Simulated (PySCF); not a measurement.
X-ray absorption calculation of C₄H₄F₂Ge

C₄H₄F₂Ge, computed with core-valence-separated TDA BHandHLYP/aug-pcX-1 H:pcseg-1 Ge:def2-SVPD, K edges, non-relativistic, gas phase (PySCF 2.14.0).

The geometry comes from this level: PBE0-D3(BJ)/def2-SVP.

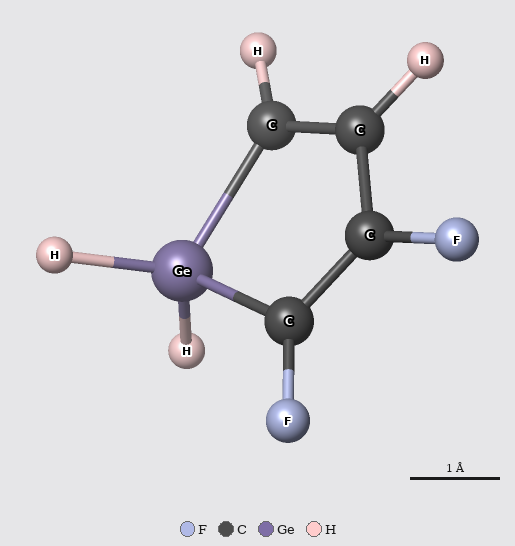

Fig. 1: The structure as given in the input (ball-and-stick view, seen at a tilt). Sticks mark near contacts. Bond lengths as drawn: C–C 1.35 to 1.47 Å, C–F 1.33 Å, C–Ge 1.94 to 1.96 Å, C–H 1.09 to 1.10 Å and Ge–H 1.54 Å.

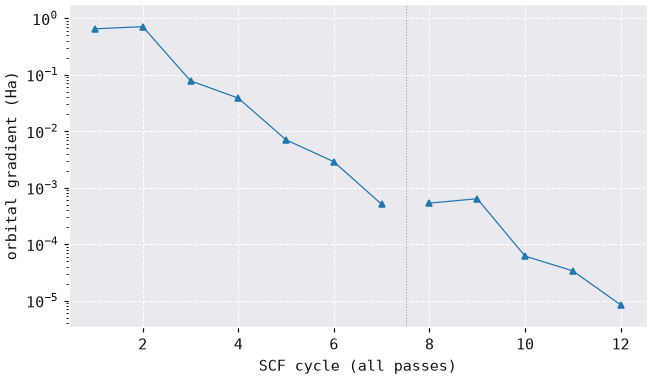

Fig. 2: Convergence of the self-consistent field: orbital gradient against the SCF cycle. The dotted line marks the change from a coarse to the final integration grid. The first 7 cycles use a coarse grid, the final grid takes over at cycle 8, and the field converges after 12 cycles in all.

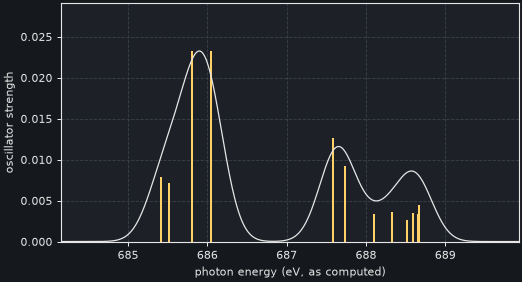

Fig. 3: Core excitations at the F K edge, with a Gaussian envelope of 0.5 eV full width. The first lies at 685.42 eV, the strongest at 686.04 eV (f = 0.023).

The input that produced these results follows, with the program's output.

The input:
```
{"job": {"kind": "xas", "xc": "BHandHLYP", "basis": {"default": "aug-pcX-1", "H": "pcseg-1", "Ge": "def2-SVPD"}}, "charge": 0, "multiplicity": 1}
F      2.496160    -0.803042    -0.420484
C      1.261250    -0.355702    -0.223225
C      0.887317     0.930798    -0.357440
F      1.715669     1.907780    -0.704267
Ge    -1.023324     1.035400     0.054397
C     -1.023531    -0.882913     0.372106
C      0.230400    -1.329714     0.169102
H     -1.324907     1.891682     1.292306
H     -1.876232     1.491470    -1.137763
H     -1.845564    -1.537372     0.665337
H      0.539710    -2.375087     0.276482
```

The first line tells a small driver script what to run in PySCF; the rest is the geometry in Å.

Launch command:
```bash
OMP_NUM_THREADS=1 python <driver script> task.json out
```

Log:
```
coarse grid: 48624 points
cycle   1  E = -2430.8782960657  dE =  5.789e-01  |g| = 6.482e-01  |ddm| = 5.055e+00
cycle   2  E = -2430.8778273053  dE =  4.688e-04  |g| = 7.086e-01  |ddm| = 1.288e+00
cycle   3  E = -2430.9517417488  dE = -7.391e-02  |g| = 7.785e-02  |ddm| = 6.989e-01
cycle   4  E = -2430.9527230825  dE = -9.813e-04  |g| = 3.849e-02  |ddm| = 1.427e-01
cycle   5  E = -2430.9529726401  dE = -2.496e-04  |g| = 7.020e-03  |ddm| = 4.964e-02
cycle   6  E = -2430.9529827346  dE = -1.009e-05  |g| = 2.879e-03  |ddm| = 1.328e-02
cycle   7  E = -2430.9529847331  dE = -1.999e-06  |g| = 5.073e-04  |ddm| = 4.331e-03
final grid: 102568 points
cycle   8  E = -2430.9530208083  dE = -1.228e-07  |g| = 5.330e-04  |ddm| = 3.236e-03
cycle   9  E = -2430.9530207869  dE =  2.144e-08  |g| = 6.379e-04  |ddm| = 1.542e-03
cycle  10  E = -2430.9530208828  dE = -9.585e-08  |g| = 6.159e-05  |ddm| = 7.469e-04
cycle  11  E = -2430.9530208845  dE = -1.762e-09  |g| = 3.372e-05  |ddm| = 1.612e-04
cycle  12  E = -2430.9530208850  dE = -5.311e-10  |g| = 8.454e-06  |ddm| = 1.060e-04
converged SCF energy = -2430.9530208850

C K edge
   eV          f      from atoms
  282.077   0.05175   C5
  282.561   0.05403   C6
  284.313   0.05503   C2
  284.851   0.05424   C1
  285.534   0.01904   C5
  286.113   0.02275   C5
  286.616   0.01929   C6
  286.748   0.03427   C2
  286.981   0.00274   C5
  287.118   0.00479   C5
  287.133   0.00104   C6
  287.383   0.01448   C6
  287.401   0.03876   C1
  287.596   0.01004   C5
  287.640   0.00379   C6
  287.754   0.00130   C5
  287.770   0.00198   C5
  287.835   0.02357   C2
  287.921   0.00047   C5
  288.143   0.00243   C6

F K edge
   eV          f      from atoms
  685.417   0.00789   F3
  685.514   0.00716   F0
  685.812   0.02320   F3
  686.043   0.02325   F0
  687.580   0.01267   F3
  687.737   0.00922   F0
  688.103   0.00336   F3
  688.332   0.00362   F3
  688.515   0.00266   F0
  688.595   0.00353   F0
  688.661   0.00339   F3
  688.668   0.00452   F3
```

Summary:

- outcome: converged
- total energy: −2430.953021 hartree
- HOMO: −7.72 eV
- LUMO: −0.64 eV
- dipole moment: 2.77 D
- hardware: 1 CPU thread, shared host
- wall time: 25 s
- peak memory: 1 GiB

Notes:

Spin–orbit coupling is left out, which matters for the heavy atoms.
